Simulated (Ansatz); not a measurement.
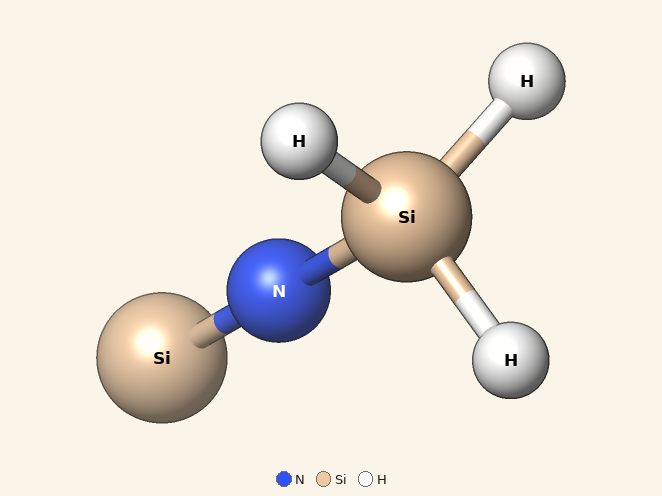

Ball-and-stick drawing of a structure. Every bond is drawn as one stick, whatever its order.

Which formula does it have?

H3NSi2, 6 atoms: 3 hydrogen, 1 nitrogen and 2 silicon.

How many sets of symmetry-equivalent atoms are there?

4: 1 N, 1 Si, 1 Si, 3 H.

The parts below concern this one geometry. Atoms keep their numbers from picture to picture. The computed structure is the end point of a PBE0-D4/def2-TZVP optimisation. No frequency run is at hand to confirm it as a minimum.

## Shape

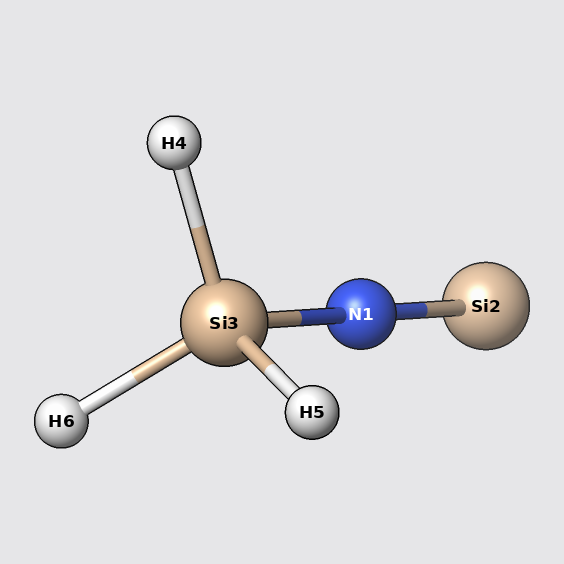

Numbered structure. No frequency run is at hand to confirm it as a minimum.

Estimate the angles Si2–N1–Si3, N1–Si3–H4, H4–Si3–H5.

```
     angle  degrees
Si2–N1–Si3    180.0
 N1–Si3–H4    110.5
 H4–Si3–H5    108.4
```

## Charges

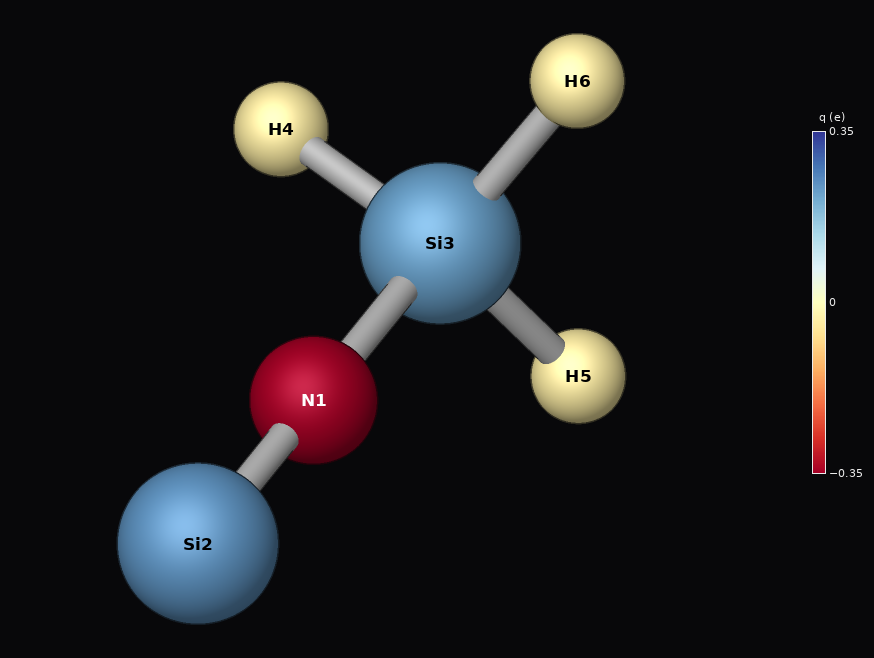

Atoms are coloured by their Mulliken charges. No frequency run is at hand to confirm it as a minimum. Method: RKS PBE0-D4/def2-TZVP (Ansatz 0.2.0).

Give the Mulliken charges atom by atom.

```tsv
atom	value (e)
N1	−0.35
Si2	0.24
Si3	0.22
H4	−0.04
H5	−0.04
H6	−0.04
```

## Electronic properties

No frequency run is at hand to confirm it as a minimum. Properties computed with RKS PBE0-D4/def2-TZVPP (Ansatz 0.2.0).

Computed properties:

- HOMO energy (Kohn–Sham orbital): −8.04 eV
- LUMO energy (Kohn–Sham orbital): −1.70 eV
- HOMO–LUMO gap: 6.34 eV

## Dipole moment

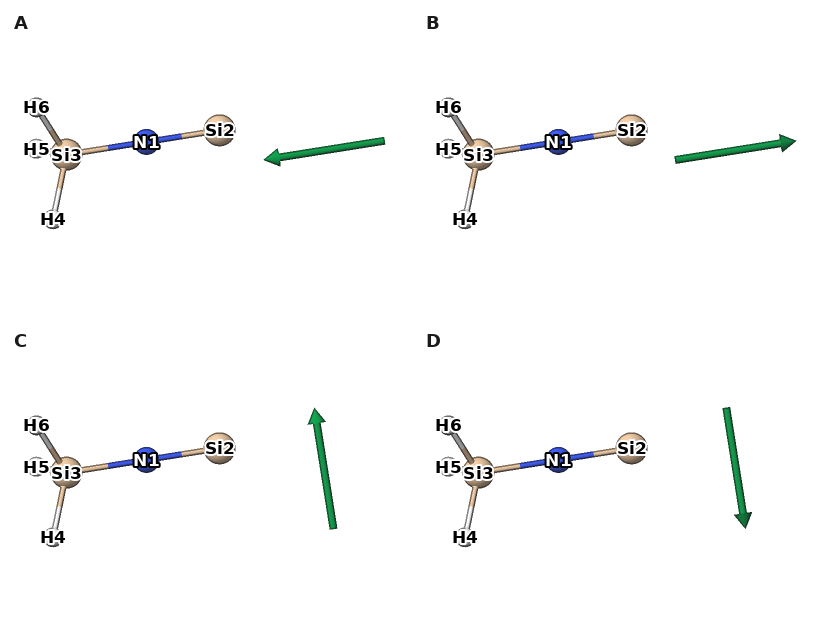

The same molecule four times, each with an arrow. No frequency run is at hand to confirm it as a minimum. Properties computed with RKS PBE0-D4/def2-TZVP (Ansatz 0.2.0).

Which arrow points along the dipole moment, from the negative to the positive end?

B. The dipole moment is 1.60 D; it points from the side of H4, H5, H6 to the side of Si2 (the outermost atoms at the two ends).

Mulliken values depend strongly on the basis set and can even reverse the polarity of a bond.
